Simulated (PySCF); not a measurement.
Consider C4H7O2P.

Input file:

```
{"job": {"kind": "nmr", "xc": "PBE0", "basis": "pcSseg-1"}, "charge": 0, "multiplicity": 1}
C     -2.643624     0.273706    -0.855603
C     -1.673904     0.572105    -0.006596
P     -1.063665    -0.542298     1.290303
C      0.636044    -0.774510     0.604484
O      1.147247    -1.834644     0.371239
O      1.216218     0.414478     0.483757
C      2.566376     0.434558     0.029679
H     -3.121580    -0.692736    -0.858503
H     -3.002729     0.986708    -1.580081
H     -1.212813     1.552028     0.002016
H     -1.546108    -1.731283     0.744209
H      2.888047     1.471576     0.077689
H      3.188025    -0.193196     0.670410
H      2.621787     0.063036    -0.995171
```

Command:

```sh
OMP_NUM_THREADS=1 python probes_run.py task.json out
```

Geometry: GFN2-xTB.

Computed with PySCF 2.14.0, PBE0/pcSseg-1, SCF density, gas phase, non-relativistic.

Q: Predict the electron density and electron localisation function between the atoms.

A: C–O (1.20 Å): ρ at the midpoint is about 3.4 e/Å³; the ELF peaks at about 0.85 between the atoms (a short, multiple covalent bond).
C–H (1.09 Å): ρ at the midpoint is about 2.1 e/Å³; the ELF climbs to about 1 towards the hydrogen, as it does in any bond to H: a covalent bond by its length.
C–O (1.33 Å): ρ is about 2.5 e/Å³ halfway; the ELF peaks at about 0.90 between the atoms (a polar covalent bond).

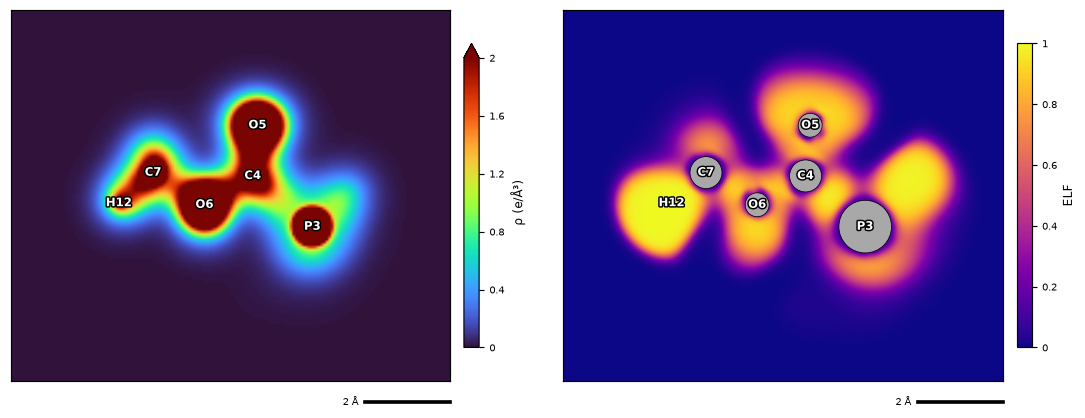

Computed electron density and electron localisation function on the plane of atoms O5, C4 and O6, in this order. Grey discs cover the atomic cores in the ELF map. 
